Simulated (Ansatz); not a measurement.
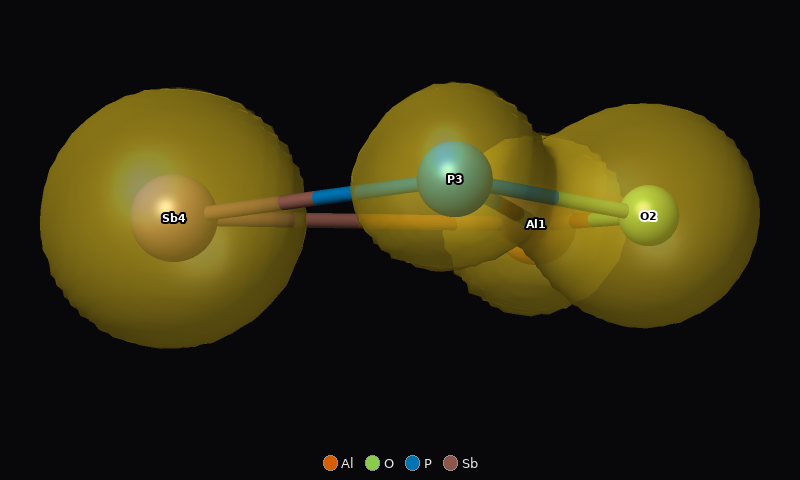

The picture shows: AlOPSb (doublet). Isosurface of the electron density at 0.8 e/Å³ (yellow), seen from one side.

Geometry: PBE-D3(BJ)/def2-SVP; ⟨S²⟩ = 0.82, above the pure value of 0.75; core potentials replace the inner electrons of Sb.

The calculation used Ansatz 0.2.0, isolated molecule in a Gaussian basis; Kohn-Sham density functional theory, functional PBE0.

### How is the density connected at this value?

At this value the surface falls into three separate pieces. It bridges the sampled P–O (1.67 Å) contacts, where the density stays above the isovalue. It is pinched off along the sampled Al–O (1.82 Å), Sb–P (2.43 Å) and Al–P (2.67 Å) contacts. On the grid the lowest density along these lines, outside the cores, is 1.1 e/Å³ (P–O, 1.67 Å), 0.61 e/Å³ (Al–O, 1.82 Å), 0.61 e/Å³ (Sb–P, 2.43 Å) and 0.29 e/Å³ (Al–P, 2.67 Å).
